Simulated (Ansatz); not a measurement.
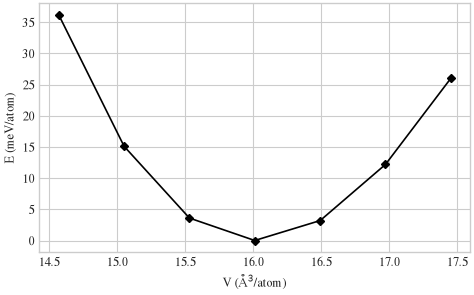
Figure: MgZn2 in space group P6_3/mmc (No. 194; Mg on 4f, Zn on 2a, Zn on 6h) under volume change, r²SCAN (plane waves, PAW; program Ansatz), shape and atoms relaxed at each volume.

Question: What does a third-order Birch–Murnaghan fit give for V₀, B₀ and B′?

Answer: V₀ = 16.01 Å³/atom, B₀ = 75.1 GPa, B′ = 4.6.

The workflow started from a Materials Project entry (that database holds measured and hypothetical structures alike); the Crystallography Open Database copy checked does not list it. Its standing as an ambient phase is unchecked. The cell was relaxed with r²SCAN under the symmetry of its start; whether a distortion lowers the energy is not shown.

Potentials: the later of the program's two PAW sets.
